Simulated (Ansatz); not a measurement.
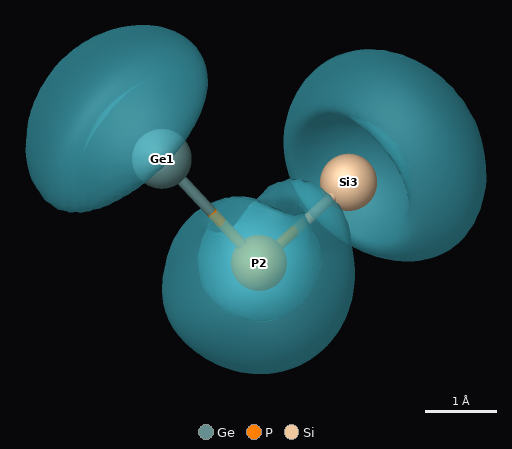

The picture shows: GePSi (charge +1). Isosurface of the ELF at 0.75 (cyan), seen at an oblique angle. Core shells and regions of very low density are left out.

Geometry: B3LYP-D3(BJ)/def2-SVP.

Computed with Ansatz 0.2.0, isolated molecule in a Gaussian basis; Kohn-Sham density functional theory, functional PBE0.

### Identify the bonds, lone pairs and shells in this picture.

At this value the surface marks out one region on P in which the atom's valence shell and bonds are merged, one lobe on Ge, pointing away from the bonds (lone pairs) and one lobe on Si, pointing away from the bonds (lone pairs).

Values along the shortest contacts:
Si–P (2.12 Å): the ELF peaks at about 0.85 between the atoms (localised, covalent bonding). Ge–P (2.21 Å): the ELF peaks at about 0.80 in the valence shell of P, 1.0 Å from its nucleus, and is about 0.75 at the midpoint.
